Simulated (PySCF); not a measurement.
# S2S2: structure of the singlet

The task is one start of a wider search on S2S2: the singlet, from a PBE0 minimum start. It is relaxed, tested by its Hessian and followed downhill if it is a saddle.

The runs use PySCF 2.14.0; PBE0, basis S def2-TZVP, no relativity, density fitting.

### 1 Where the work starts

4 atoms, charge 0, spin multiplicity 1.

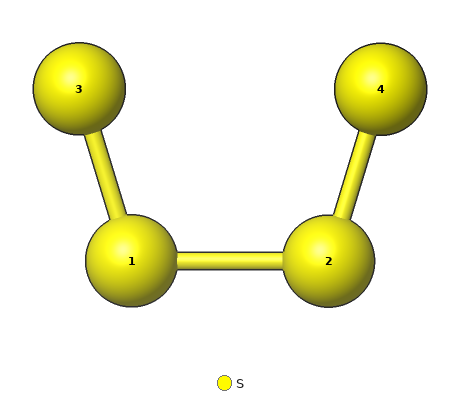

As it starts; sulfur yellow; atoms are numbered from 1 in the order of the file.

```xyz
4
charge 0 multiplicity 1
S    -0.9077    1.0368    0.0000
S    -0.9077   -1.0368    0.0000
S     0.9077    1.5867    0.0000
S     0.9077   -1.5867    0.0000
```

### 2 First SCF at the start

One driver script runs all steps and calls PySCF; scf.py shows how it sets up the SCF of each step. The optimiser is the driver's own. After this first run the driver tries any further starts and a stability analysis.

Contents of scf.py:

```python
from pyscf import gto, scf, dft
mol = gto.M(atom='''
S     -0.907720     1.036750    -0.000000
S     -0.907720    -1.036750     0.000000
S      0.907720     1.586690    -0.000000
S      0.907720    -1.586690     0.000000''',
    basis={'S': 'def2-TZVP'},
    charge=0, spin=0)
mf = dft.RKS(mol, xc='PBE0')
mf.grids.atom_grid = (50, 194)
aux = {'S': 'def2-universal-JKFIT'}
mf = mf.density_fit(auxbasis=aux)
mf.conv_tol = 1e-08
mf.diis_space = 10
mf.max_cycle = 60
mf.init_guess = 'minao'
mf.verbose = 4
mf.kernel()
```

On the command line:

```console
> OMP_NUM_THREADS=4 python axn.py task.json out
```

The program printed:

```text
init E= -1592.91732507098
  HOMO = -0.252789633327108  LUMO = -0.185004691374889  gap/eV = 1.84452
cycle= 1 E= -1592.2209950276  delta_E= 0.696  |g|= 0.381  |ddm|= 2.28
  HOMO = -0.22972410013546  LUMO = -0.152848459748864  gap/eV = 2.09189
cycle= 2 E= -1591.94005026762  delta_E= 0.281  |g|= 1.03  |ddm|= 1.17
  HOMO = -0.249423655802758  LUMO = -0.152120493917785  gap/eV = 2.64775
cycle= 3 E= -1592.26232868836  delta_E= -0.322  |g|= 0.0346  |ddm|= 0.899
  HOMO = -0.251728376934238  LUMO = -0.153864196365603  gap/eV = 2.66302
cycle= 4 E= -1592.26251430556  delta_E= -0.000186  |g|= 0.0112  |ddm|= 0.0288
  HOMO = -0.25080503631898  LUMO = -0.152774877620399  gap/eV = 2.66754
cycle= 5 E= -1592.26254652107  delta_E= -3.22e-05  |g|= 0.00536  |ddm|= 0.0143
  HOMO = -0.251172059816327  LUMO = -0.153069238268088  gap/eV = 2.66951
cycle= 6 E= -1592.26255405021  delta_E= -7.53e-06  |g|= 0.000823  |ddm|= 0.00433
  HOMO = -0.251087430891481  LUMO = -0.153019423687915  gap/eV = 2.66857
cycle= 7 E= -1592.26255431614  delta_E= -2.66e-07  |g|= 0.000241  |ddm|= 0.00109
  HOMO = -0.25109417118701  LUMO = -0.153027703932974  gap/eV = 2.66852
cycle= 8 E= -1592.26255433948  delta_E= -2.33e-08  |g|= 7.5e-05  |ddm|= 0.000368
  HOMO = -0.251095911793385  LUMO = -0.153031963627342  gap/eV = 2.66846
cycle= 9 E= -1592.26255434172  delta_E= -2.24e-09  |g|= 9.75e-06  |ddm|= 0.000134
  HOMO = -0.251095459230829  LUMO = -0.153031305969741  gap/eV = 2.66846
Extra cycle  E= -1592.26255434174  delta_E= -1.59e-11  |g|= 7.64e-06  |ddm|= 1.64e-05
converged SCF energy = -1592.26255434174
```

This step, with its further starts and checks, needed 5.1 s of wall time on 4 threads of AMD EPYC 7B13 (Zen 3), shared host.

The test of internal stability found no lower closed-shell solution.

### 3 Relaxation: PBE0 minimum start, singlet

The program finds C2v symmetry in the start, which this walk keeps. Threshold on the gradient: 0.0003 Eh/bohr, with a further test on the energy change.

Changes to scf.py since step 2:

```diff
@@ -3 +3 @@
-S     -0.907720     1.036750    -0.000000
+S     -0.907720     1.036750     0.000000
@@ -5 +5 @@
-S      0.907720     1.586690    -0.000000
+S      0.907720     1.586690     0.000000
@@ -16 +15,0 @@
-mf.init_guess = 'minao'
```

Energy and gradient, step by step:

```csv
step,energy (Eh),change (kJ/mol),largest symmetric gradient (Eh/bohr)
0,-1592.262554,0.00,0.00008
```

The walk took 1.3 s.

Positions (Å) and forces (eV/Å) along the way:

```
step 0
S   -0.908   1.037   0.000  -0.002   0.000   0.000
S   -0.908  -1.037   0.000  -0.002   0.000   0.000
S    0.908   1.587   0.000   0.002   0.004   0.000
S    0.908  -1.587   0.000   0.002  -0.004   0.000
```

End point (C2v, 0 steps, 0.0 kJ/mol gained): S–S 1.897 Å (×2), S–S 2.074 Å; S–S–S 106.9° (×2).

### 4 Vibrations and properties at this point

On the finer grid the gradient is checked again; gradients at displacements of ±0.02 bohr then give force constants and infrared intensities.

Changes to scf.py since step 3:

```diff
@@ -3,4 +3,4 @@
-S     -0.907720     1.036750     0.000000
-S     -0.907720    -1.036750     0.000000
-S      0.907720     1.586690     0.000000
-S      0.907720    -1.586690     0.000000''',
+S     -0.907729     1.036762     0.000000
+S     -0.907729    -1.036762     0.000000
+S      0.907729     1.586970     0.000000
+S      0.907729    -1.586970     0.000000''',
@@ -10 +10 @@
-mf.grids.atom_grid = (50, 194)
+mf.grids.atom_grid = (75, 302)
@@ -13 +13 @@
-mf.conv_tol = 1e-08
+mf.conv_tol = 1e-10
```

This SCF starts from the last density.

SCF at the final geometry:

```text
init E= -1592.26254257577
  HOMO = -0.251099174857256  LUMO = -0.153049975296515  gap/eV = 2.66805
cycle= 1 E= -1592.26254257531  delta_E= 4.61e-10  |g|= 3.51e-05  |ddm|= 5.19e-05
  HOMO = -0.251098971176539  LUMO = -0.153049954351957  gap/eV = 2.66805
cycle= 2 E= -1592.26254256867  delta_E= 6.64e-09  |g|= 0.000133  |ddm|= 0.000196
  HOMO = -0.251099043539668  LUMO = -0.153049942671547  gap/eV = 2.66805
cycle= 3 E= -1592.2625425758  delta_E= -7.13e-09  |g|= 1.27e-06  |ddm|= 0.000155
  HOMO = -0.251099096904078  LUMO = -0.153049950504887  gap/eV = 2.66805
cycle= 4 E= -1592.2625425758  delta_E= -1.36e-12  |g|= 5.06e-07  |ddm|= 1.3e-06
  HOMO = -0.251099083769137  LUMO = -0.153049973128326  gap/eV = 2.66805
Extra cycle  E= -1592.2625425758  delta_E= 1.59e-12  |g|= 1.32e-06  |ddm|= 1.53e-06
converged SCF energy = -1592.2625425758
```

The whole step took 34 s.

Geometry: C2v; S–S 1.897 Å (×2), S–S 2.074 Å; S–S–S 106.9° (×2).

Harmonic modes (main isotopes):

| symmetry | ω (cm⁻¹) | IR (km/mol) |
| --- | --- | --- |
| a1 | 117 | 0.3 |
| a2 | 223 | 0.0 |
| b2 | 347 | 0.2 |
| a1 | 419 | 5.0 |
| b2 | 681 | 123 |
| a1 | 712 | 7.7 |

Every mode is real; the point is a minimum.

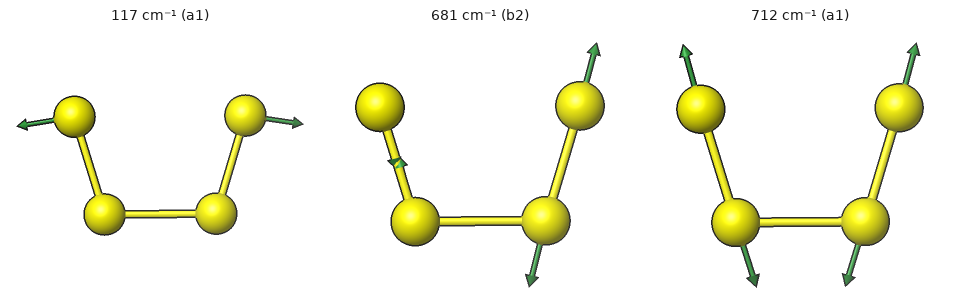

How the atoms move in 3 of the modes.

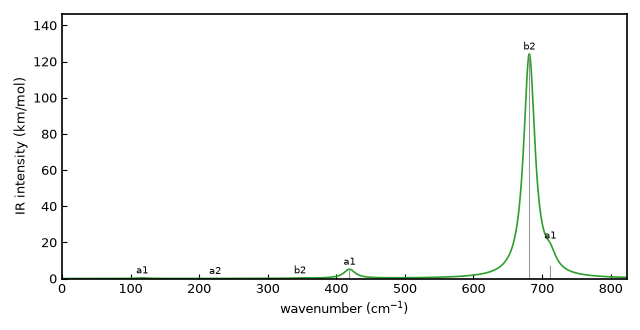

The harmonic infrared spectrum (widths in cm⁻¹). Lines are broadened to a width of 20 cm⁻¹ (Lorentzian).

Constants and moments:

- Dipole moment: 1.44 D
- Highest occupied level: -6.83 eV
- Lowest empty level: -4.16 eV
- Rotational constants: 0.16, 0.07337, 0.0503 cm⁻¹
- Zero-point energy: 15.0 kJ/mol
- Principal polarisabilities: 38.4, 78.8, 121.3 bohr³
- Atomisation energy without zero-point energy: 965 kJ/mol
- Principal traceless quadrupole moments about the centre of mass: -3.44, -0.33, 3.76 D Å
- Entropy at 298.15 K and 1 bar: 310.8 J/(mol K)
- Heat capacity Cp at 298.15 K: 68.5 J/(mol K)
- Enthalpy at 298.15 K above 0 K: 15.46 kJ/mol
- Rotational symmetry number: 2

Populations by atom (charges in e):

```csv
atom,Mulliken,Löwdin,polar tensor,Mayer order to S1
S1,0.14,0.09,0.20,–
S2,0.14,0.09,0.20,1.13
S3,-0.14,-0.09,-0.20,1.64
S4,-0.14,-0.09,-0.20,0.33
```

Mulliken populations on S1: s 5.83, p 9.74, d 0.27, f 0.02.

### 5 Would spin polarisation lower it?

At the lowest minimum the closed shell is tested against spin polarisation, on the (50, 194) grid. It is stable.

### 6 Results

| quantity | value |
| --- | --- |
| minimum | singlet, C2v |
| geometry | S–S 1.897 Å (×2), S–S 2.074 Å; S–S–S 106.9° (×2) |
| wavenumbers (cm⁻¹) | 117 (a1), 223 (a2), 347 (b2), 419 (a1), 681 (b2), 712 (a1) |
| dipole moment | 1.44 D |
| highest occupied, lowest empty level | -6.83, -4.16 eV |
| polar-tensor charge of S1 | +0.20 e |
| zero-point energy | 15.0 kJ/mol |
| entropy at 298.15 K | 310.8 J/(mol K) |
| atomisation energy (no zero-point energy) | 965 kJ/mol |

**Reading.** The PBE0 minimum start keeps its C2v symmetry and ends in a minimum. In the infrared the band at 681 cm⁻¹ (b2) leads. Other starts or spin states, not run here, may lie lower.

The search up to here needed 44 s of wall time on 4 threads of AMD EPYC 7B13 (Zen 3), shared host.
